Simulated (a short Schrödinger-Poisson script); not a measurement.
Stack: MOS inversion layer, SiO2 on p-type GaN, at 300 K.

| layer | material | thickness (nm) | Na (cm⁻³) |
|---|---|---|---|
| 1 | SiO2 | 1.9 | - |
| 2 | GaN | 1300 | 2.2e17 |

Constants are typed, rounded textbook-type inputs, not results; the design itself was drawn at random and stands for no fabricated device. SiO2: permittivity 3.9, conduction-band edge (eV) 3.2, gap (eV) 9, electron mass (mₑ) 0.5. GaN: permittivity 9.5, conduction-band edge (eV) 0, gap (eV) 3.43, Nv at 300 K (cm⁻³) 4.6e19.

Channel valleys (confinement mass, in-plane density-of-states mass, number): Γ 0.2, 0.2, 1. At the gate the conduction-band edge of layer 1 lies 3.38 eV − eVg above the Fermi level of the channel; the field vanishes at the back. Gaps are held at their typed values at every temperature. Mesh 0.03 nm at interfaces.

From a short Schrödinger-Poisson script (our own, NumPy): 1D Poisson equation in equilibrium, electrons quantum, Hartree (BenDaniel-Duke, 12 states a valley, the channel's in-plane mass for all, wave functions ending at the dielectric), parabolic valleys, classical holes, full ionisation, no traps, pinning or gate leakage.

Only gate voltages with over 1e8 electrons/cm² are shown.

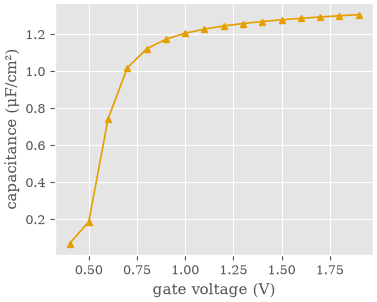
Quasi-static capacitance against gate voltage

```
Vg (V)  electrons (cm⁻²)  C (μF/cm²)  Γ E0 (meV)  Γ E1 (meV)
------  ----------------  ----------  ----------  ----------
0.4               7.02e8      0.0691       207.7       345.2
0.5              2.44e10       0.188       115.9       254.9
0.6              2.83e11       0.743        51.0       192.4
0.7              8.37e11        1.02        19.5       164.4
0.8              1.50e12        1.12         0.0       148.7
0.9              2.22e12        1.17       -14.9       137.6
1                2.96e12        1.21       -27.6       128.6
1.1              3.72e12        1.23       -39.1       120.8
1.2              4.49e12        1.25       -49.9       113.7
1.3              5.27e12        1.26       -60.2       106.9
1.4              6.05e12        1.27       -70.3       100.4
1.5              6.85e12        1.28       -80.1        94.0
1.6              7.64e12        1.29       -89.9        87.7
1.7              8.45e12        1.29       -99.5        81.6
1.8              9.26e12        1.30      -109.0        75.5
1.9              1.01e13        1.31      -118.5        69.5
```

Subbands count from the Fermi level.

In real p-type GaN the Mg acceptor is only partly ionised, and so wide a gap doesn't supply an inversion layer without source and drain.
